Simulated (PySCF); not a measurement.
Single-point calculation of PS (charge −1) (part 2 of 2)

The same run, continued: PS, charge −1, multiplicity 3; ROHF/jorge-dzp, nevpt2 (PySCF 2.14.0). 

Geometry of the input (Å):
```
P  0.0000  0.0000  0.0000
S  0.0000  0.0000  2.2570
```

Output, continued:
```
<mo_coeff-mcscf|mo_coeff-hf>  41     41       0.99760454
<mo_coeff-mcscf|mo_coeff-hf>  42     42       0.99916286
<mo_coeff-mcscf|mo_coeff-hf>  43     43       0.99999996
<mo_coeff-mcscf|mo_coeff-hf>  44     44       0.99999997
<mo_coeff-mcscf|mo_coeff-hf>  45     45       1.00000000
<mo_coeff-mcscf|mo_coeff-hf>  46     46       1.00000000
<mo_coeff-mcscf|mo_coeff-hf>  47     47       1.00000000
<mo_coeff-mcscf|mo_coeff-hf>  48     48       1.00000000
** Largest CI components **
  [alpha occ-orbitals] [beta occ-orbitals]            CI coefficient
  [0 1 2 3 4]          [0 1 2]                         0.953698584839
  [0 1 2 3 4]          [0 2 3]                        -0.133368941649
  [0 1 2 3 4]          [0 1 4]                         0.133368941649
  [1 2 3 4 5]          [1 2 5]                        -0.116991473323
 ** Mulliken pop on meta-lowdin orthogonal AOs  **
 ** Mulliken pop  **
pop of  0 P 1s            1.99993
pop of  0 P 2s            1.99888
pop of  0 P 3s            1.89883
pop of  0 P 4s            0.00424
pop of  0 P 5s            0.00052
pop of  0 P 6s            0.00063
pop of  0 P 7s            0.00003
pop of  0 P 2px           1.99996
pop of  0 P 2py           1.99996
pop of  0 P 2pz           1.99996
pop of  0 P 3px           1.20860
pop of  0 P 3py           1.20860
pop of  0 P 3pz           0.99634
pop of  0 P 4px           0.00415
pop of  0 P 4py           0.00415
pop of  0 P 4pz           0.00153
pop of  0 P 5px           0.00085
pop of  0 P 5py           0.00085
pop of  0 P 5pz           0.00005
pop of  0 P 3dxy          0.00000
pop of  0 P 3dyz          0.00381
pop of  0 P 3dz^2         0.00818
pop of  0 P 3dxz          0.00381
pop of  0 P 3dx2-y2       0.00000
pop of  1 S 1s            1.99993
pop of  1 S 2s            1.99993
pop of  1 S 3s            1.89715
pop of  1 S 4s            0.00350
pop of  1 S 5s            0.00023
pop of  1 S 6s            0.00053
pop of  1 S 7s            0.00004
pop of  1 S 2px           1.99999
pop of  1 S 2py           1.99999
pop of  1 S 2pz           1.99996
pop of  1 S 3px           1.77171
pop of  1 S 3py           1.77171
pop of  1 S 3pz           1.18440
pop of  1 S 4px           0.00739
pop of  1 S 4py           0.00739
pop of  1 S 4pz           0.00108
pop of  1 S 5px           0.00064
pop of  1 S 5py           0.00064
pop of  1 S 5pz           0.00009
pop of  1 S 3dxy          0.00000
pop of  1 S 3dyz          0.00175
pop of  1 S 3dz^2         0.00639
pop of  1 S 3dxz          0.00175
pop of  1 S 3dx2-y2       0.00000
 ** Mulliken atomic charges  **
charge of    0P =     -0.34386
charge of    1S =     -0.65614
Mulliken spin population analysis on meta-Lowdin AOs:
 ** Mulliken pop on meta-lowdin orthogonal AOs  **
 ** Mulliken pop  **
pop of  0 P 1s            0.00000
pop of  0 P 2s            0.00004
pop of  0 P 3s            0.00028
pop of  0 P 4s           -0.00005
pop of  0 P 5s           -0.00000
pop of  0 P 6s           -0.00001
pop of  0 P 7s           -0.00000
pop of  0 P 2px           0.00003
pop of  0 P 2py           0.00003
pop of  0 P 2pz           0.00000
pop of  0 P 3px           0.77758
pop of  0 P 3py           0.77758
pop of  0 P 3pz           0.04852
pop of  0 P 4px           0.00318
pop of  0 P 4py           0.00318
pop of  0 P 4pz           0.00009
pop of  0 P 5px           0.00066
pop of  0 P 5py           0.00066
pop of  0 P 5pz           0.00000
pop of  0 P 3dxy          0.00000
pop of  0 P 3dyz          0.00072
pop of  0 P 3dz^2         0.00016
pop of  0 P 3dxz          0.00072
pop of  0 P 3dx2-y2       0.00000
pop of  1 S 1s           -0.00000
pop of  1 S 2s           -0.00000
pop of  1 S 3s            0.00179
pop of  1 S 4s            0.00025
pop of  1 S 5s            0.00002
pop of  1 S 6s            0.00003
pop of  1 S 7s            0.00000
pop of  1 S 2px           0.00001
pop of  1 S 2py           0.00001
pop of  1 S 2pz          -0.00000
pop of  1 S 3px           0.21296
pop of  1 S 3py           0.21296
pop of  1 S 3pz          -0.04787
pop of  1 S 4px           0.00232
pop of  1 S 4py           0.00232
pop of  1 S 4pz          -0.00003
pop of  1 S 5px           0.00020
pop of  1 S 5py           0.00020
pop of  1 S 5pz           0.00001
pop of  1 S 3dxy          0.00000
pop of  1 S 3dyz          0.00057
pop of  1 S 3dz^2         0.00032
pop of  1 S 3dxz          0.00057
pop of  1 S 3dx2-y2       0.00000
 ** Mulliken atomic charges  **
charge of    0P =     13.38661
charge of    1S =     15.61339
spop of 0 P 1s          0.00000
spop of 0 P 2s          0.00004
spop of 0 P 3s          0.00028
spop of 0 P 4s         -0.00005
spop of 0 P 5s         -0.00000
spop of 0 P 6s         -0.00001
spop of 0 P 7s         -0.00000
spop of 0 P 2px         0.00003
spop of 0 P 2py         0.00003
spop of 0 P 2pz         0.00000
spop of 0 P 3px         0.77758
spop of 0 P 3py         0.77758
spop of 0 P 3pz         0.04852
spop of 0 P 4px         0.00318
spop of 0 P 4py         0.00318
spop of 0 P 4pz         0.00009
spop of 0 P 5px         0.00066
spop of 0 P 5py         0.00066
spop of 0 P 5pz         0.00000
spop of 0 P 3dxy        0.00000
spop of 0 P 3dyz        0.00072
spop of 0 P 3dz^2       0.00016
spop of 0 P 3dxz        0.00072
spop of 0 P 3dx2-y2     0.00000
spop of 1 S 1s         -0.00000
spop of 1 S 2s         -0.00000
spop of 1 S 3s          0.00179
spop of 1 S 4s          0.00025
spop of 1 S 5s          0.00002
spop of 1 S 6s          0.00003
spop of 1 S 7s          0.00000
spop of 1 S 2px         0.00001
spop of 1 S 2py         0.00001
spop of 1 S 2pz        -0.00000
spop of 1 S 3px         0.21296
spop of 1 S 3py         0.21296
spop of 1 S 3pz        -0.04787
spop of 1 S 4px         0.00232
spop of 1 S 4py         0.00232
spop of 1 S 4pz        -0.00003
spop of 1 S 5px         0.00020
spop of 1 S 5py         0.00020
spop of 1 S 5pz         0.00001
spop of 1 S 3dxy        0.00000
spop of 1 S 3dyz        0.00057
spop of 1 S 3dz^2       0.00032
spop of 1 S 3dxz        0.00057
spop of 1 S 3dx2-y2     0.00000
Mulliken atomic spins:
spin of  0P =      1.61339
spin of  1S =      0.38661

******** <class 'pyscf.mrpt.nevpt2.NEVPT'> ********
NEVPT2 (5e+3e, 6o), ncore = 12, nvir = 30
root = 0
Natural occ [1.94037093 1.97465189 1.97465189 1.02419326 1.02419326 0.06193876]
Natural orbital (expansion on meta-Lowdin AOs) in CAS space
               #1        #2        #3        #4        #5
0 P 1s           0.00181   0.00000   0.00000   0.00000   0.00000
0 P 2s           0.01807   0.00000  -0.00000  -0.00000  -0.00000
0 P 3s           0.00473   0.00000  -0.00000   0.00000  -0.00000
0 P 4s           0.04449  -0.00000  -0.00000  -0.00000  -0.00000
0 P 5s          -0.01590   0.00000   0.00000   0.00000  -0.00000
0 P 6s           0.01663  -0.00000  -0.00000  -0.00000  -0.00000
0 P 7s           0.00213  -0.00000  -0.00000   0.00000  -0.00000
0 P 2px          0.00000  -0.00972  -0.00000  -0.00541   0.00000
0 P 2py         -0.00000   0.00000  -0.00972  -0.00000  -0.00541
0 P 2pz          0.00989  -0.00000   0.00000  -0.00000   0.00000
0 P 3px          0.00000  -0.44750  -0.00000  -0.89094   0.00000
0 P 3py         -0.00000  -0.00000  -0.44750   0.00000  -0.89094
0 P 3pz          0.64981   0.00000   0.00000   0.00000   0.00000
0 P 4px         -0.00000   0.02027  -0.00000   0.05709  -0.00000
0 P 4py         -0.00000   0.00000   0.02027  -0.00000   0.05709
0 P 4pz          0.02082  -0.00000  -0.00000  -0.00000  -0.00000
0 P 5px         -0.00000  -0.00885   0.00000  -0.02603  -0.00000
0 P 5py          0.00000   0.00000  -0.00885  -0.00000  -0.02603
0 P 5pz          0.00146  -0.00000  -0.00000  -0.00000  -0.00000
0 P 3dxy         0.00000   0.00000   0.00000   0.00000  -0.00000
0 P 3dyz        -0.00000   0.00000   0.03959  -0.00000  -0.02644
0 P 3dz^2       -0.06079  -0.00000  -0.00000  -0.00000  -0.00000
0 P 3dxz        -0.00000   0.03959  -0.00000  -0.02644  -0.00000
0 P 3dx2-y2      0.00000   0.00000   0.00000  -0.00000  -0.00000
1 S 1s          -0.00001  -0.00000   0.00000  -0.00000   0.00000
1 S 2s          -0.00205  -0.00000   0.00000  -0.00000   0.00000
1 S 3s           0.06147   0.00000   0.00000   0.00000  -0.00000
1 S 4s          -0.03360  -0.00000  -0.00000  -0.00000  -0.00000
1 S 5s          -0.00924   0.00000   0.00000   0.00000  -0.00000
1 S 6s          -0.01185   0.00000   0.00000   0.00000  -0.00000
1 S 7s          -0.00107   0.00000   0.00000   0.00000  -0.00000
1 S 2px         -0.00000  -0.00992   0.00000   0.00274   0.00000
1 S 2py          0.00000  -0.00000  -0.00992  -0.00000   0.00274
1 S 2pz         -0.01162   0.00000   0.00000  -0.00000  -0.00000
1 S 3px          0.00000  -0.89114  -0.00000   0.44551  -0.00000
1 S 3py         -0.00000  -0.00000  -0.89114  -0.00000   0.44551
1 S 3pz         -0.74994   0.00000  -0.00000   0.00000   0.00000
1 S 4px         -0.00000  -0.05042   0.00000   0.04806  -0.00000
1 S 4py          0.00000   0.00000  -0.05042  -0.00000   0.04806
1 S 4pz          0.01081   0.00000   0.00000   0.00000   0.00000
1 S 5px          0.00000  -0.01476  -0.00000   0.01408   0.00000
1 S 5py          0.00000   0.00000  -0.01476  -0.00000   0.01408
1 S 5pz         -0.00516   0.00000   0.00000   0.00000   0.00000
1 S 3dxy         0.00000  -0.00000  -0.00000   0.00000  -0.00000
1 S 3dyz         0.00000   0.00000  -0.02432  -0.00000  -0.02389
1 S 3dz^2       -0.05321   0.00000   0.00000   0.00000   0.00000
1 S 3dxz        -0.00000  -0.02432  -0.00000  -0.02389  -0.00000
1 S 3dx2-y2      0.00000  -0.00000  -0.00000   0.00000   0.00000
               #6
0 P 1s          -0.00192
0 P 2s          -0.01937
0 P 3s           0.22362
0 P 4s           0.00870
0 P 5s          -0.00174
0 P 6s           0.00358
0 P 7s           0.00004
0 P 2px         -0.00000
0 P 2py         -0.00000
0 P 2pz         -0.00385
0 P 3px          0.00000
0 P 3py          0.00000
0 P 3pz         -0.69825
0 P 4px         -0.00000
0 P 4py          0.00000
0 P 4pz         -0.03698
0 P 5px         -0.00000
0 P 5py          0.00000
0 P 5pz         -0.00154
0 P 3dxy        -0.00000
0 P 3dyz        -0.00000
0 P 3dz^2        0.02740
0 P 3dxz        -0.00000
0 P 3dx2-y2      0.00000
1 S 1s          -0.00014
1 S 2s          -0.00079
1 S 3s          -0.22445
1 S 4s           0.06492
1 S 5s           0.01779
1 S 6s           0.02257
1 S 7s           0.00270
1 S 2px          0.00000
1 S 2py          0.00000
1 S 2pz         -0.00376
1 S 3px          0.00000
1 S 3py          0.00000
1 S 3pz         -0.63208
1 S 4px         -0.00000
1 S 4py         -0.00000
1 S 4pz          0.03988
1 S 5px          0.00000
1 S 5py         -0.00000
1 S 5pz          0.01002
1 S 3dxy        -0.00000
1 S 3dyz        -0.00000
1 S 3dz^2        0.05645
1 S 3dxz        -0.00000
1 S 3dx2-y2     -0.00000
<CAS-nat-orb|mo-hf>  13     13       0.97132474
<CAS-nat-orb|mo-hf>  14     14       0.99213481
<CAS-nat-orb|mo-hf>  15     15       0.99213481
<CAS-nat-orb|mo-hf>  16     16       0.99181519
<CAS-nat-orb|mo-hf>  17     17       0.99181519
<CAS-nat-orb|mo-hf>  18     18       0.90646461
Using density fitting integrals for NEVPT2
Sr    (-1)',   E = -0.01849568022732
Si    (+1)',   E = -0.00077527532809
Sijrs (0)  ,   E = -0.12043898870173
Sijr  (+1) ,   E = -0.01394130284138
Srsi  (-1) ,   E = -0.04144022656546
Srs   (-2) ,   E = -0.07433123699379
Sij   (+2) ,   E = -0.00164291467030
Sir   (0)' ,   E = -0.05347552881934
Nevpt2 Energy = -0.324541154147422

WARN: System has nonzero charge -1; the dipole moment is origin-dependent.
Location of origin: [0. 0. 0.]

Dipole moment(X, Y, Z, Debye):  0.00000,  0.00000, -7.80044
orbital energies (hartree): [-0.1683 -0.1297 -0.1297  0.0716  0.0716  0.3368  0.6717  0.6982]
```

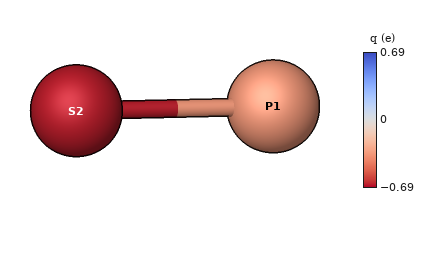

Figure 1. meta-Löwdin charges, as the colour of each atom (ball-and-stick view, seen at a tilt; atoms are numbered from 1 in the order of the input). By element: P −0.34 and S −0.66 e.
